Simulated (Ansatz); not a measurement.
HfO₂ (tetragonal-ZrO2 type, space group P4_2/nmc)

```
HfO2
1.0
    3.60482     0.00000     0.00000
    0.00000     3.60482     0.00000
    0.00000     0.00000     5.26502
Hf O
2 4
Direct
  0.00000   0.00000   0.00000
  0.50000   0.50000   0.50000
  0.00000   0.50000   0.19324
  0.00000   0.50000   0.69324
  0.50000   0.00000   0.30676
  0.50000   0.00000   0.80676
```

E(V) scan at fixed shape, V₀ the volume above. The atoms relax within the cell's symmetry.

Computed with PBE (plane waves to 420 eV, PAW, scalar-relativistic; Ansatz, an electronic-structure program). k mesh 9×9×6 (Γ-centred), Fermi-Dirac smearing 0.05 eV. E stands for the smeared free energy. With the shape held, the modulus is that of even scaling; a crystal free to change shape is softer. HfO2 is run without spin polarisation. HfO2 was relaxed with its symmetry unable to fall. Spin-orbit coupling is left out, though Hf is heavy. The PAW data are Ansatz's earlier set. This is a high-temperature form of HfO2. The zero of ΔE is the relaxed starting cell.

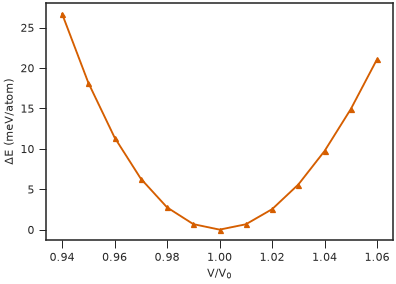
ΔE (meV/atom) against V/V₀; computed points joined by lines.

Question: What is ΔE at V/V₀ = 1.060?

Answer: About 21 meV/atom.

Question: What is ΔE at V/V₀ = 0.940?

Answer: About 27 meV/atom.

Question: What bulk modulus at fixed cell shape B₀ follows from a third-order Birch-Murnaghan fit?

Answer: About 180 GPa.

(Under strain, the slope of the energy per volume gives the stress and its curvature an elastic modulus.)
